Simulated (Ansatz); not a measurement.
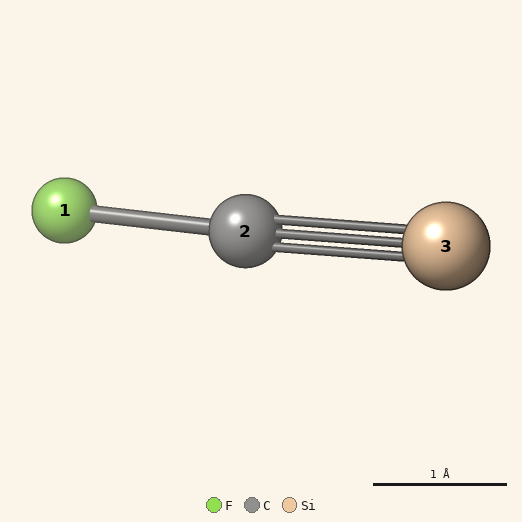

The picture comes from a calculation with Ansatz.

Orthographic view. Atoms fade into the background with distance from the viewer. Charge −1, singlet. Geometry: atoms displaced at random (about 0.03 Å) from a stationary point of GFN2-xTB.

Write a Z-matrix (Å, degrees) in the order of the atom numbers, with these reference atoms: 2 to 1; 3 to 2, 1.

```
F  
C    1   1.533
Si   2   1.720   1   177.4
```
